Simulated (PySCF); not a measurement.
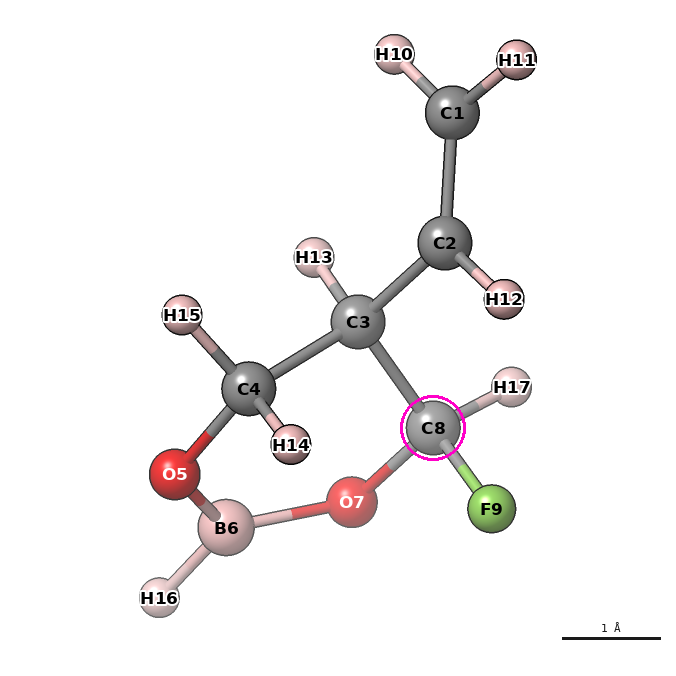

Orthographic view. Distant atoms are faded towards the background colour. Computed geometry: PBE0-D3(BJ)/def2-SVP optimisation. No frequency run is at hand to confirm it as a minimum.

Question: Name the neighbours of the circled atom.

Answer: The circled atom is C8; it is bonded to C3, O7, F9, H17.

Question: Of C8 and F9, which is nearer the viewer?

Answer: F9; the bond to C8 points away from the viewer, so it looks shorter than its 1.37 Å.

Question: What is the shortest path along bonds from the circled atom to H15?

Answer: C8–C3–C4–H15, 3 bonds; through space the two are 3.43 Å apart.

Question: Which two atoms are farthest apart in space?

Answer: H11 and H16, 7.42 Å.
